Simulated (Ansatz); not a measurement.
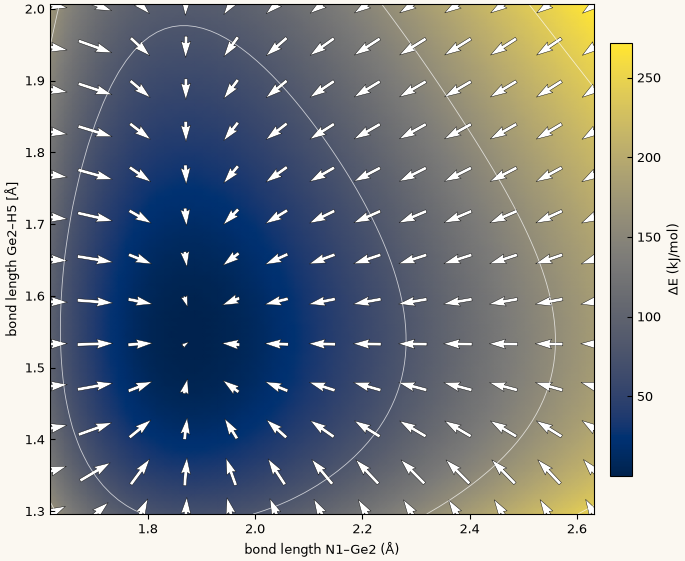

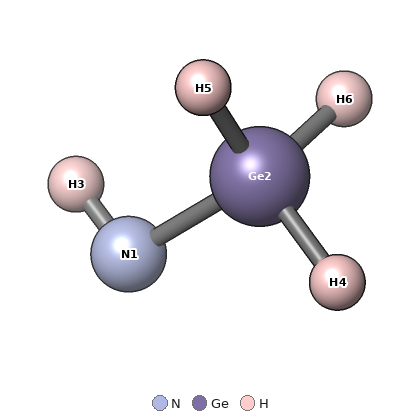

Energy landscape of GeH₄N, SMILES [NH][GeH3], spin multiplicity 2. 
- Coordinates scanned: (1) bond length N1–Ge2; (2) bond length Ge2–H5.
- Nothing is relaxed (all other coordinates rigid).
- Grid: 13 × 13 points.
- Energies: kJ/mol, counted from the relaxed molecule at the same level.
- Theory: UKS B3LYP-D4/def2-TZVP (Ansatz).

Drawn: a smooth colour map with a few white contour lines, arrows along the force (downhill), their lengths compressed. Between grid points the surface is interpolated. The second picture is the structure at the lowest point.

> Describe this landscape.

The lowest grid point is at bond length N1–Ge2 = 1.871 Å, bond length Ge2–H5 = 1.533 Å, 0.16 kJ/mol from the relaxed molecule at the same level. It is the only kind of minimum in the scanned range. The highest grid point, bond length N1–Ge2 = 2.632 Å, bond length Ge2–H5 = 2.006 Å, lies 272 kJ/mol above the lowest. Round the minimum the two coordinates are nearly uncoupled.

The whole map (169 points run) took 12 min on 1 thread of Arm Neoverse V2, on a shared host.
